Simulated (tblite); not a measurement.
**C5H11NS: relaxed scan**

C5H11NS, computed with GFN2-xTB relaxed scan under a harmonic restraint, gas phase (tblite 0.8.0).

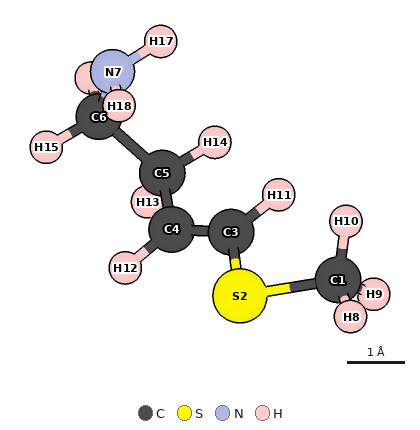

*The structure (ball-and-stick view, seen at a tilt; atoms are numbered from 1 in the order of the input).*

Bond lengths as drawn: C–C 1.33 to 1.55 Å, C–H 1.08 to 1.09 Å, C–N 1.45 Å, C–S 1.76 to 1.82 Å and H–N 1.02 Å.

**Results in brief**

```csv
quantity,value
outcome,converged
hardware,"1 CPU thread, shared host"
wall time,1.4 s
peak memory,0.19 GiB
```

**Input**
```
{"job": {"xc": "GFN2-xTB", "basis": "xTB", "coordinate": [["t", [17, 5, 16, 6], 0.3333333333333333], ["t", [5, 16, 17, 6], 0.3333333333333333], ["t", [16, 17, 5, 6], 0.3333333333333333]], "kind": "drive"}, "charge": 0, "multiplicity": 1}
C      3.521484     0.618086     0.184728
S      2.347565    -0.583282     0.881724
C      0.945708    -0.244636    -0.126685
C     -0.146846    -0.995614    -0.140486
C     -1.363959    -0.675397    -0.944318
C     -2.535963    -0.265417    -0.024338
N     -2.300333     0.927992     0.761194
H      4.446035     0.508912     0.742014
H      3.692270     0.393275    -0.864187
H      3.132316     1.625003     0.307459
H      1.050482     0.638440    -0.739431
H     -0.206130    -1.868461     0.494194
H     -1.666255    -1.552561    -1.520765
H     -1.150948     0.140122    -1.640663
H     -2.750938    -1.080988     0.671135
H     -3.426472    -0.092571    -0.634964
H     -2.109745     1.717178     0.151846
H     -1.487028     0.796237     1.354641
```

The first line tells a small driver script what to run in tblite; the rest is the geometry in Å.

Launch command:
```bash
OMP_NUM_THREADS=1 python <driver script> task.json out
```

**What the program printed**
```
point  coordinate     E/eV
  0    -28.000     -610.44431
  1    -19.300     -610.35422
  2    -10.000     -610.26407
  3     -0.400     -610.20971
  4      9.300     -610.20623
  5     19.300     -610.30691
  6     28.000     -610.39415
  7     35.800     -610.43429
```
